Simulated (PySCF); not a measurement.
System: C₈H₁₃ClO.

The calculation's input:

```
{"job": {"kind": "nmr", "xc": "PBE0", "basis": "pcSseg-1"}, "charge": 0, "multiplicity": 1}
C      2.019584    -0.731665    -0.186016
C      0.785217     0.098376    -0.503192
C      0.840279     1.509466     0.084839
C     -0.613204     2.001769     0.121712
C     -1.493348     0.757369    -0.076683
C     -0.561935    -0.468773     0.027499
C     -1.067539    -1.645601    -0.799521
C     -0.392195    -0.800696     1.483814
O     -0.478428    -0.059678     2.404831
Cl     0.009472    -2.500026     1.817439
H      1.907378    -1.752160    -0.543517
H      2.888321    -0.293910    -0.673266
H      2.209626    -0.759024     0.884371
H      0.677274     0.166330    -1.590840
H      1.482167     2.162683    -0.504832
H      1.244703     1.465227     1.096617
H     -0.828026     2.480216     1.074954
H     -0.801785     2.728858    -0.667738
H     -1.945585     0.765692    -1.068326
H     -2.295084     0.706403     0.658349
H     -1.218008    -1.329849    -1.829324
H     -2.015646    -2.006554    -0.407422
H     -0.357994    -2.467468    -0.793671
```

Run with:

```sh
OMP_NUM_THREADS=1 python probes_run.py task.json out
```

Geometry: GFN2-xTB.

All numbers below come from PySCF, PBE0/pcSseg-1, SCF density, gas phase, non-relativistic.

What will maps of the electron density and electron localisation function show?

Answer. C–H (1.09 Å): ρ is about 2 e/Å³ halfway; the ELF climbs to about 1 towards the hydrogen, as it does in any bond to H: a covalent bond by its length.
C–C (1.54 Å): ρ at the midpoint is about 1.6 e/Å³; the ELF peaks at about 0.95 between the atoms; a shared electron pair.

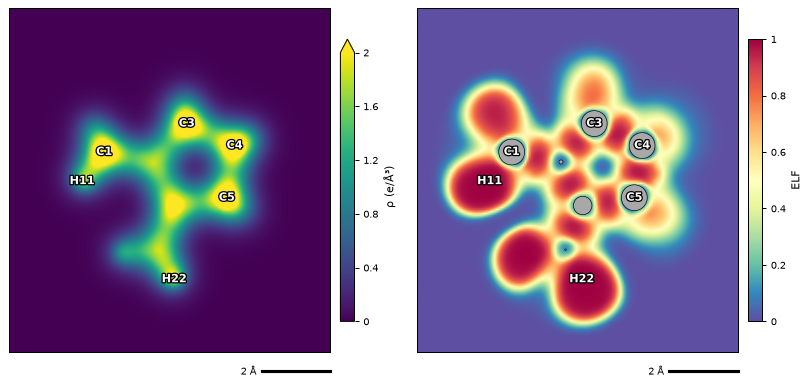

Computed electron density and electron localisation function on the plane of atoms C3, C4 and C5, in this order. Grey discs cover the atomic cores in the ELF map. 
